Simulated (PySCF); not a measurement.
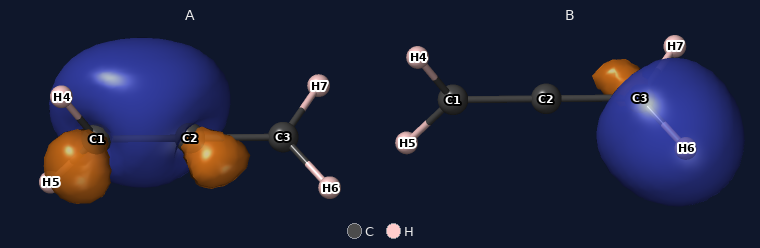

Figure. C3H4, SMILES `C=C=C`. Foster–Boys orbitals, occupied; each surface holds about 85 % of the orbital's density. Energies are diagonal elements of the Fock matrix.

Computed with PySCF, PBE0/6-311G**, geometry: GFN2-xTB. No frequency check shows the geometry to be a minimum.

Input script:

```python
import numpy as np
from pyscf import gto, scf, dft, lo
from pyscf.data.elements import chemcore

def solve(mol, dm0=None, hcore=None):
    mf = (dft.UKS if mol.spin else dft.RKS)(mol, xc='pbe0')
    mf.grids.level = 3
    mf = mf.density_fit(auxbasis='def2-universal-jkfit')
    mf.conv_tol, mf.max_cycle = 1e-8, 80
    if hcore is not None:
        mf.get_hcore = lambda *args: hcore
    mf.kernel(dm0)
    if not mf.converged:
        mf = mf.newton().run(mf.mo_coeff, mf.mo_occ, max_cycle=30)
    assert mf.converged, 'SCF not converged'
    return mf

mol = gto.M(atom='''
C     -1.29347     0.00011    -0.00009
C     -0.00002    -0.00029     0.00018
C      1.29348     0.00010    -0.00009
H     -1.86083     0.64814     0.64839
H     -1.86083    -0.64794    -0.64842
H      1.86085    -0.64848     0.64783
H      1.86084     0.64872    -0.64786
''', basis='6-311g**', charge=0, spin=0, verbose=4)
mf = solve(mol)
occ_all = mf.mo_coeff[:, mf.mo_occ > 0]
occ = occ_all[:, chemcore(mol):]
bo = lo.Boys(mol, occ)
loc = bo.kernel()
for _ in range(5):
    new, stable = bo.stability(return_status=True)
    if stable:
        break
    loc = bo.kernel(new)
fock, s = mf.get_fock(), mf.get_ovlp()
ortho = lo.orth_ao(mol, 'meta_lowdin')
labels = mol.ao_labels(fmt=None)
vir = loc[:, :0]
both = np.hstack([loc, vir])
p = (ortho.T @ s @ both) ** 2
pop = np.array([p[[l[0] == a for l in labels]].sum(0) for a in range(mol.natm)])
spd = np.array([[p[[l[0] == a and l[2][-1] == k for l in labels]].sum(0) for k in 'spd'] for a in range(mol.natm)])
eps = np.einsum('pi,pq,qi->i', both, fock, both)
for i in np.argsort(eps):
    top = np.argsort(-pop[:, i])[:3]
    print('%3d %s %9.4f Eh ' % (i + 1, 'occ' if i < loc.shape[1] else 'vir', eps[i]), '  '.join('%s%d %.3f' % (mol.atom_symbol(a), a + 1, pop[a, i]) for a in top))
np.savez('result.npz', c=both, nocc=loc.shape[1], pop=pop, spd=spd, eps=eps, e=mf.e_tot)
```

Command:

```sh
OMP_NUM_THREADS=1 python input.py
```

The run took 4.6 s on 1 thread of Arm Neoverse V1 (shared host), peak memory 0.34 GiB.

Identify each orbital.

Answer. By panel:
- A: bent (banana) bond C1–C2 (C1 51 %, C2 48 %; −13.4 eV)
- B: σ bond C3–H6 (C3 56 %, H6 42 %; −14.1 eV)
